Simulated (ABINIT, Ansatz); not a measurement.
**GePbS3 (Pm-3m): zone-centre phonons**

Wanted: the vibrations of GePbS3 (Pm-3m) at Γ, by two programs.

Program: ABINIT 10.8.3. Level of theory: DFT LDA, scalar-relativistic, plane waves, HGH norm-conserving pseudopotentials. Results are calculated unless marked as measured.

The structure was built from a prototype and need not be the compound's stable phase.

## (1) Set-up

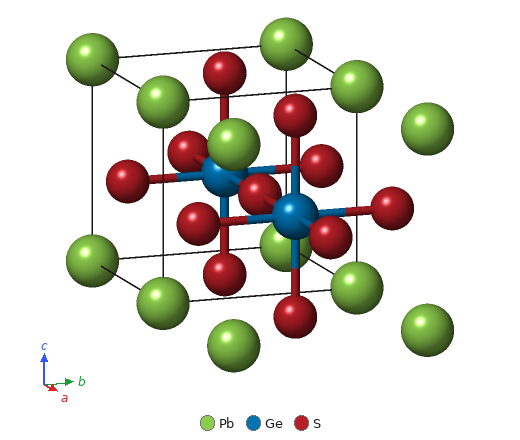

The cell as given, slightly off an axis (lead green, germanium blue, sulfur red). 2×1×1 cells are drawn. Some periodic images of atoms are drawn too.

Structure file:

```cif
data_structure
_symmetry_space_group_name_H-M 'P 1'
_symmetry_Int_Tables_number 1
_cell_length_a 4.6452
_cell_length_b 4.6452
_cell_length_c 4.6452
_cell_angle_alpha 90.000
_cell_angle_beta 90.000
_cell_angle_gamma 90.000
_cell_volume 100.23
loop_
_atom_site_label
_atom_site_type_symbol
_atom_site_fract_x
_atom_site_fract_y
_atom_site_fract_z
_atom_site_occupancy
Pb1 Pb 0.00000 0.00000 0.00000 1
Ge2 Ge 0.50000 0.50000 0.50000 1
S3 S 0.50000 0.50000 0.00000 1
S4 S 0.50000 0.00000 0.50000 1
S5 S 0.00000 0.50000 0.50000 1
```

## (2) A probe with smearing

A first run with smearing and empty bands tells whether the crystal has a gap, which decides between fixed occupations and smearing later on.

probe.abi reads:

```
# ground state
tolvrs 1.0d-08
prtden 1
prtwf 1

# basis, mesh and filling
ecut 24.0
ixc 7
ngkpt 4 4 4
nshiftk 1
shiftk 0.0 0.0 0.0
istwfk *1
occopt 7
tsmear 0.005
nband 20
nstep 100
diemac 9.0
prtebands 0
prtgsr 0

# cell and atoms
acell 3*1.0 Angstrom
rprim 
    4.6452 0.0 0.0
    0.0 4.6452 0.0
    0.0 0.0 4.6452
ntypat 3
znucl 82 32 16
natom 5
typat 1 2 3 3 3
xred 
    0.0 0.0 0.0
    0.5 0.5 0.5
    0.5 0.5 0.0
    0.5 0.0 0.5
    0.0 0.5 0.5
pp_dirpath "./pseudo"
pseudos "Pb.hgh, Ge.hgh, S.hgh"
```

Run with:

```
$ OMP_NUM_THREADS=1 mpirun -n 4 abinit probe.abi > probe.log
```

Numbers of over 12 decimals in the logs are rounded to 6 here.

probe.abo, the main output file:

```text
[banners, grids, parts of the stress and lines that vanish by symmetry left out]
- input  file    -> probe.abi
- output file    -> probe.abo
- root for input  files -> probei
[...]
Symmetries : space group Pm -3 m (#221); Bravais cP (primitive cubic)
[...]
mpw =        3840          nfft =       64000          nkpt =          10
[...]
== DATASET  1 ==================================================================
[...]
cutoff_energies: {ecut:  24.0, pawecutdg:  -1.0, }
[...]
Exchange-correlation functional for the present dataset will be:
  LDA: Perdew-Wang 92 LSD fit to Ceperley-Alder data - ixc=7
[...]
ETOT  1  -38.105014832733    -3.811E+01 2.297E-02 7.326E+02
 ETOT  2  -38.307967330476    -2.030E-01 2.483E-03 1.735E+02
 ETOT  3  -38.379386318811    -7.142E-02 1.084E-03 3.940E+00
 ETOT  4  -38.380114785543    -7.285E-04 4.796E-04 1.788E-01
 ETOT  5  -38.380143196739    -2.841E-05 6.635E-05 5.026E-04
 ETOT  6  -38.380143312287    -1.155E-07 1.584E-04 2.120E-05
 ETOT  7  -38.380143315363    -3.076E-09 4.196E-05 2.871E-08
 ETOT  8  -38.380143315367    -3.730E-12 6.438E-05 4.319E-09
 At SCF step    8       vres2   =  4.32E-09 < tolvrs=  1.00E-08 =>converged.
[...]
sigma(1 1)=  5.82050303E-06  sigma(3 2)=  0.00000000E+00
  sigma(2 2)=  5.82050303E-06  sigma(3 1)=  0.00000000E+00
  sigma(3 3)=  5.82050303E-06  sigma(2 1)=  0.00000000E+00
[...]
convergence: {deltae: -3.730E-12, res2:  4.319E-09, residm:  6.438E-05, diffor: null, }
etotal    :  -3.83801433E+01
[...]
sigma(1 1)=  5.82050303E-06  sigma(3 2)=  0.00000000E+00
  sigma(2 2)=  5.82050303E-06  sigma(3 1)=  0.00000000E+00
  sigma(3 3)=  5.82050303E-06  sigma(2 1)=  0.00000000E+00
[...]
- sigma(1 1)=  1.71245111E-01  sigma(3 2)=  0.00000000E+00
- sigma(2 2)=  1.71245111E-01  sigma(3 1)=  0.00000000E+00
- sigma(3 3)=  1.71245111E-01  sigma(2 1)=  0.00000000E+00
[...]
fcart     -0.0000000000E+00 -0.0000000000E+00 -0.0000000000E+00
           strten      5.8205030289E-06  5.8205030289E-06  5.8205030289E-06
================================================================================

[key lines of the parts left out:]
pressure_GPa:  -1.7125E-01
```

Wall time 7 s (4 MPI ranks of Arm Neoverse V1, shared host).

This step gave:

| Property | Result |
| --- | --- |
| volume per atom | 20.05 Å³ |
| pressure | -0.1712 GPa |
| gap on the k-mesh | 0 eV |

No gap opens on this mesh, so smearing is kept; the printed pressure holds the stress of the finite basis too.

## (3) Rough relaxation

The typed start is rough, so a first relaxation with smearing and loose thresholds takes it towards rest cheaply.

prerelax.abi reads:

```
# relaxation
ionmov 2
optcell 2
dilatmx 1.15
chkdilatmx 0
ntime 40
tolmxf 3.0d-04
tolvrs 1.0d-10
prtwf 0
prtden 0
chksymtnons 0

# basis, mesh and filling
ecut 25.0
ecutsm 3.0
ixc 7
ngkpt 4 4 4
nshiftk 1
shiftk 0.0 0.0 0.0
istwfk *1
occopt 7
tsmear 0.005
nband 20
nstep 100
diemac 1000000.0
prtebands 0
prtgsr 0

# cell and atoms
acell 3*1.0 Angstrom
rprim 
    4.6452 0.0 0.0
    0.0 4.6452 0.0
    0.0 0.0 4.6452
ntypat 3
znucl 82 32 16
natom 5
typat 1 2 3 3 3
xred 
    0.0 0.0 0.0
    0.5 0.5 0.5
    0.5 0.5 0.0
    0.5 0.0 0.5
    0.0 0.5 0.5
pp_dirpath "./pseudo"
pseudos "Pb.hgh, Ge.hgh, S.hgh"
```

Run with:

```
$ OMP_NUM_THREADS=1 mpirun -n 4 abinit prerelax.abi > prerelax.log
```

prerelax.abo, the main output file:

```text
[banners, grids, parts of the stress and lines that vanish by symmetry left out]
- input  file    -> prerelax.abi
- output file    -> prerelax.abo
- root for input  files -> prerelaxi
[...]
Symmetries : space group Pm -3 m (#221); Bravais cP (primitive cubic)
[...]
mpw =        6187          nfft =      110592          nkpt =          10
[...]
== DATASET  1 ==================================================================
[...]
cutoff_energies: {ecut:  25.0, pawecutdg:  -1.0, }
[...]
Exchange-correlation functional for the present dataset will be:
  LDA: Perdew-Wang 92 LSD fit to Ceperley-Alder data - ixc=7
[...]
ETOT  1  -38.104278503429    -3.810E+01 2.774E-02 1.264E+03
 ETOT  2  -38.335577035438    -2.313E-01 7.689E-03 1.808E+02
 ETOT  3  -38.379021363369    -4.344E-02 8.225E-04 7.320E+00
 ETOT  4  -38.379731498706    -7.101E-04 3.321E-04 1.504E-01
[...]
ETOT  7  -38.379779595924    -1.378E-12 6.137E-06 3.084E-11
 At SCF step    7       vres2   =  3.08E-11 < tolvrs=  1.00E-10 =>converged.
[...]
sigma(1 1)= -1.22099586E-07  sigma(3 2)=  0.00000000E+00
  sigma(2 2)= -1.22099586E-07  sigma(3 1)=  0.00000000E+00
  sigma(3 3)= -1.22099586E-07  sigma(2 1)=  0.00000000E+00
[...]
convergence: {deltae: -1.378E-12, res2:  3.084E-11, residm:  6.137E-06, diffor: null, }
etotal    :  -3.83797796E+01
[...]
At Broyd/MD step   3, gradients are converged :
[...]
sigma(1 1)= -1.22099586E-07  sigma(3 2)=  0.00000000E+00
  sigma(2 2)= -1.22099586E-07  sigma(3 1)=  0.00000000E+00
  sigma(3 3)= -1.22099586E-07  sigma(2 1)=  0.00000000E+00
[...]
- sigma(1 1)= -3.59229385E-03  sigma(3 2)=  0.00000000E+00
- sigma(2 2)= -3.59229385E-03  sigma(3 1)=  0.00000000E+00
- sigma(3 3)= -3.59229385E-03  sigma(2 1)=  0.00000000E+00
[...]
fcart     -0.0000000000E+00 -0.0000000000E+00 -0.0000000000E+00
           strten     -1.2209958630E-07 -1.2209958630E-07 -1.2209958630E-07
================================================================================

[key lines of the parts left out:]
pressure_GPa:   3.5923E-03
Total energy (etotal) [Ha]= -3.83797795959244E+01
```

It took 27 s on 4 MPI ranks; 1.8 min of CPU time.

Relaxation path:

| step | energy less that of the first step (eV) | largest force (eV/Å) | volume (Å³) |
| --- | --- | --- | --- |
| 1 | 0.0000 | 0.0000 | 100.23 |
| 2 | -0.0003 | 0.0000 | 100.37 |
| 3 | -0.0009 | 0.0000 | 100.84 |

| conventional cell, symmetrised | before | after | change |
| --- | --- | --- | --- |
| a (Å) | 4.645 | 4.654 | +0.2 % |
| b (Å) | 4.645 | 4.654 | +0.2 % |
| c (Å) | 4.645 | 4.654 | +0.2 % |
| volume (Å³/atom) | 20.05 | 20.17 | +0.6 % |

The relaxed structure:

```xyz
5
Lattice="4.6545 0.0000 0.0000 0.0000 4.6545 0.0000 0.0000 0.0000 4.6545" Properties=species:S:1:pos:R:3 pbc="T T T"
Pb    0.0000    0.0000    0.0000
Ge    2.3272    2.3272    2.3272
S     2.3272    2.3272    0.0000
S     2.3272    0.0000    2.3272
S     0.0000    2.3272    2.3272
```

Read from the output:

| Property | Result |
| --- | --- |
| volume per atom | 20.17 Å³ |
| pressure | 0.003592 GPa |

The volume changes by +0.6 % in this run and stands +0.6 % from the first cell.

## (4) Relaxing the cell and atoms

The harmonic expansion needs vanishing forces, and a free crystal bears no stress, so cell and atoms are brought to rest. Stress is more sensitive to the basis than forces are: the last 3 Ha under the cutoff are smoothed with ecutsm, and the cutoff is raised above that of the later runs.

relax.abi reads:

```
# relaxation
ionmov 2
optcell 2
dilatmx 1.08
ntime 40
tolmxf 1.0d-05
tolvrs 1.0d-14
prtwf 0
prtden 0
chksymtnons 0

# basis, mesh and filling
ecut 31.0
ecutsm 3.0
ixc 7
ngkpt 6 6 6
nshiftk 1
shiftk 0.0 0.0 0.0
istwfk *1
occopt 3
tsmear 0.01
nband 20
nstep 100
diemac 1000000.0
prtebands 0
prtgsr 0

# cell and atoms
acell 3*1.0 Angstrom
rprim 
    4.654488663 0.0 0.0
    0.0 4.654488663 0.0
    0.0 0.0 4.654488663
ntypat 3
znucl 82 32 16
natom 5
typat 1 2 3 3 3
xred 
    0.0 0.0 0.0
    0.5 0.5 0.5
    0.5 0.5 0.0
    0.5 0.0 0.5
    0.0 0.5 0.5
pp_dirpath "./pseudo"
pseudos "Pb.hgh, Ge.hgh, S.hgh"
```

Run with:

```
$ OMP_NUM_THREADS=1 mpirun -n 4 abinit relax.abi > relax.log
```

relax.abo, the main output file:

```text
[banners, grids, parts of the stress and lines that vanish by symmetry left out]
- input  file    -> relax.abi
- output file    -> relax.abo
- root for input  files -> relaxi
[...]
Symmetries : space group Pm -3 m (#221); Bravais cP (primitive cubic)
[...]
mpw =        7120          nfft =      110592          nkpt =          20
[...]
== DATASET  1 ==================================================================
[...]
cutoff_energies: {ecut:  31.0, pawecutdg:  -1.0, }
[...]
Exchange-correlation functional for the present dataset will be:
  LDA: Perdew-Wang 92 LSD fit to Ceperley-Alder data - ixc=7
[...]
ETOT  1  -38.119516291550    -3.812E+01 2.906E-02 1.240E+03
 ETOT  2  -38.340698570229    -2.212E-01 7.161E-03 2.040E+02
 ETOT  3  -38.390226703602    -4.953E-02 1.727E-03 7.870E+00
 ETOT  4  -38.391217850662    -9.911E-04 1.745E-03 2.583E-01
 ETOT  5  -38.391266017140    -4.817E-05 2.210E-03 4.122E-03
[...]
At SCF step   11       vres2   =  2.02E-15 < tolvrs=  1.00E-14 =>converged.
[...]
sigma(1 1)= -3.36849151E-05  sigma(3 2)=  0.00000000E+00
  sigma(2 2)= -3.36849151E-05  sigma(3 1)=  0.00000000E+00
  sigma(3 3)= -3.36849151E-05  sigma(2 1)=  0.00000000E+00
[...]
convergence: {deltae:  2.771E-13, res2:  2.020E-15, residm:  2.773E-05, diffor: null, }
etotal    :  -3.83912665E+01
[...]
ETOT  1  -38.391253805757    -3.839E+01 1.612E-05 6.875E-01
[...]
At SCF step    9       vres2   =  2.15E-15 < tolvrs=  1.00E-14 =>converged.
[...]
sigma(1 1)= -2.59030782E-05  sigma(3 2)=  0.00000000E+00
  sigma(2 2)= -2.59030782E-05  sigma(3 1)=  0.00000000E+00
  sigma(3 3)= -2.59030782E-05  sigma(2 1)=  0.00000000E+00
[...]
convergence: {deltae:  3.695E-13, res2:  2.148E-15, residm:  2.600E-06, diffor: null, }
etotal    :  -3.83913280E+01
[...]
ETOT  1  -38.390536325799    -3.839E+01 2.229E-05 8.053E+00
[...]
At SCF step   10       vres2   =  2.87E-16 < tolvrs=  1.00E-14 =>converged.
[...]
sigma(1 1)= -4.78996561E-07  sigma(3 2)=  0.00000000E+00
  sigma(2 2)= -4.78996561E-07  sigma(3 1)=  0.00000000E+00
  sigma(3 3)= -4.78996561E-07  sigma(2 1)=  0.00000000E+00
[...]
convergence: {deltae:  2.181E-12, res2:  2.869E-16, residm:  6.163E-07, diffor: null, }
etotal    :  -3.83914195E+01
[...]
ETOT  1  -38.391419193966    -3.839E+01 6.144E-07 2.802E-03
[...]
ETOT  7  -38.391419498238     0.000E+00 7.708E-07 1.274E-13
 ETOT  8  -38.391419498238    -7.390E-13 3.050E-07 9.048E-16
 At SCF step    8       vres2   =  9.05E-16 < tolvrs=  1.00E-14 =>converged.
[...]
sigma(1 1)= -7.19125048E-09  sigma(3 2)=  0.00000000E+00
  sigma(2 2)= -7.19125048E-09  sigma(3 1)=  0.00000000E+00
  sigma(3 3)= -7.19125048E-09  sigma(2 1)=  0.00000000E+00
[...]
convergence: {deltae: -7.390E-13, res2:  9.048E-16, residm:  3.050E-07, diffor: null, }
etotal    :  -3.83914195E+01
[...]
At Broyd/MD step   4, gradients are converged :
[...]
sigma(1 1)= -7.19125048E-09  sigma(3 2)=  0.00000000E+00
  sigma(2 2)= -7.19125048E-09  sigma(3 1)=  0.00000000E+00
  sigma(3 3)= -7.19125048E-09  sigma(2 1)=  0.00000000E+00
[...]
- sigma(1 1)= -2.11573894E-04  sigma(3 2)=  0.00000000E+00
- sigma(2 2)= -2.11573894E-04  sigma(3 1)=  0.00000000E+00
- sigma(3 3)= -2.11573894E-04  sigma(2 1)=  0.00000000E+00
[...]
fcart     -0.0000000000E+00 -0.0000000000E+00 -0.0000000000E+00
           strten     -7.1912504800E-09 -7.1912504790E-09 -7.1912504811E-09
================================================================================

[key lines of the parts left out:]
pressure_GPa:   2.1157E-04
Total energy (etotal) [Ha]= -3.83914194982383E+01
```

Run time: 77 s. Hardware: 4 MPI ranks.

Step by step:

| step | energy less that of the first step (eV) | largest force (eV/Å) | volume (Å³) |
| --- | --- | --- | --- |
| 1 | 0.0000 | 0.0000 | 100.84 |
| 2 | -0.0017 | 0.0000 | 101.14 |
| 3 | -0.0042 | 0.0000 | 102.18 |
| 4 | -0.0042 | 0.0000 | 102.20 |

| conventional cell, symmetrised | before | after | change |
| --- | --- | --- | --- |
| a (Å) | 4.654 | 4.675 | +0.4 % |
| b (Å) | 4.654 | 4.675 | +0.4 % |
| c (Å) | 4.654 | 4.675 | +0.4 % |
| volume (Å³/atom) | 20.17 | 20.44 | +1.4 % |

The relaxed structure:

```cif
data_structure
_symmetry_space_group_name_H-M 'P 1'
_symmetry_Int_Tables_number 1
_cell_length_a 4.6754
_cell_length_b 4.6754
_cell_length_c 4.6754
_cell_angle_alpha 90.000
_cell_angle_beta 90.000
_cell_angle_gamma 90.000
_cell_volume 102.20
loop_
_atom_site_label
_atom_site_type_symbol
_atom_site_fract_x
_atom_site_fract_y
_atom_site_fract_z
_atom_site_occupancy
Pb1 Pb 0.00000 0.00000 0.00000 1
Ge2 Ge 0.50000 0.50000 0.50000 1
S3 S 0.50000 0.50000 0.00000 1
S4 S 0.50000 0.00000 0.50000 1
S5 S 0.00000 0.50000 0.50000 1
```

This step gave:

```
volume per atom : 20.44 Å³
pressure        : 2.12e-4 GPa
```

The volume changes by +1.4 % in this run and stands +2.0 % from the first cell.

## (5) Ground state

The response is built on these wavefunctions, so the potential is converged far more tightly than an energy would need. Smearing stays on, as the first look found no gap above 0.3 eV.

gs.abi reads:

```
# ground state
tolvrs 1.0d-16
prtden 1
prtwf 1

# basis, mesh and filling
ecut 24.0
ixc 7
ngkpt 6 6 6
nshiftk 1
shiftk 0.0 0.0 0.0
istwfk *1
occopt 3
tsmear 0.01
nband 20
nstep 100
diemac 1000000.0
prtebands 0
prtgsr 0

# cell and atoms
acell 3*1.0 Angstrom
rprim 
    4.675358644 0.0 0.0
    0.0 4.675358644 0.0
    0.0 0.0 4.675358644
ntypat 3
znucl 82 32 16
natom 5
typat 1 2 3 3 3
xred 
    0.0 0.0 0.0
    0.5 0.5 0.5
    0.5 0.5 0.0
    0.5 0.0 0.5
    0.0 0.5 0.5
pp_dirpath "./pseudo"
pseudos "Pb.hgh, Ge.hgh, S.hgh"
```

Run with:

```
$ OMP_NUM_THREADS=1 mpirun -n 4 abinit gs.abi > gs.log
```

gs.abo, the main output file:

```text
[banners, grids, parts of the stress and lines that vanish by symmetry left out]
- input  file    -> gs.abi
- output file    -> gs.abo
- root for input  files -> gsi
[...]
Symmetries : space group Pm -3 m (#221); Bravais cP (primitive cubic)
[...]
mpw =        3912          nfft =       64000          nkpt =          20
[...]
== DATASET  1 ==================================================================
[...]
cutoff_energies: {ecut:  24.0, pawecutdg:  -1.0, }
[...]
Exchange-correlation functional for the present dataset will be:
  LDA: Perdew-Wang 92 LSD fit to Ceperley-Alder data - ixc=7
[...]
ETOT  1  -38.115314539390    -3.812E+01 3.184E-02 7.208E+02
 ETOT  2  -38.335542037154    -2.202E-01 7.049E-03 1.230E+02
 ETOT  3  -38.387257569523    -5.172E-02 1.302E-03 4.863E+00
 ETOT  4  -38.388289553060    -1.032E-03 5.665E-04 1.919E-01
 ETOT  5  -38.388349917803    -6.036E-05 1.878E-04 2.797E-03
[...]
ETOT 11  -38.388350482654     1.513E-12 8.805E-05 1.003E-15
 ETOT 12  -38.388350482657    -2.643E-12 2.361E-05 9.169E-18
 At SCF step   12       vres2   =  9.17E-18 < tolvrs=  1.00E-16 =>converged.
[...]
sigma(1 1)=  1.96753230E-05  sigma(3 2)=  0.00000000E+00
  sigma(2 2)=  1.96753230E-05  sigma(3 1)=  0.00000000E+00
  sigma(3 3)=  1.96753230E-05  sigma(2 1)=  0.00000000E+00
[...]
convergence: {deltae: -2.643E-12, res2:  9.169E-18, residm:  2.361E-05, diffor: null, }
etotal    :  -3.83883505E+01
[...]
sigma(1 1)=  1.96753230E-05  sigma(3 2)=  0.00000000E+00
  sigma(2 2)=  1.96753230E-05  sigma(3 1)=  0.00000000E+00
  sigma(3 3)=  1.96753230E-05  sigma(2 1)=  0.00000000E+00
[...]
- sigma(1 1)=  5.78867987E-01  sigma(3 2)=  0.00000000E+00
- sigma(2 2)=  5.78867987E-01  sigma(3 1)=  0.00000000E+00
- sigma(3 3)=  5.78867987E-01  sigma(2 1)=  0.00000000E+00
[...]
fcart     -0.0000000000E+00 -0.0000000000E+00 -0.0000000000E+00
           strten      1.9675322967E-05  1.9675322967E-05  1.9675322967E-05
================================================================================

[key lines of the parts left out:]
pressure_GPa:  -5.7887E-01
```

Elapsed: 15 s, on 4 MPI ranks; 61 s of CPU time.

Numbers from this step:

```yaml
pressure: -0.5789 GPa
```

The cell stands at -0.58 GPa: the relaxation ran with a smoothed and higher cutoff, and the difference is a stress of the finite basis.

[end of part 1 of 4]

[Host names and launcher messages were left out of these logs when they were recorded.]

[Logs are printed without paths, hosts, clocks, repeated set-up lines and the standing remarks that a program may print on its own settings, such as how far it seeks lower states.]

[Hosts, paths, dates, database ids (printed as entryN), source tags and the programs' standing remarks are cut or masked in the printed files.]
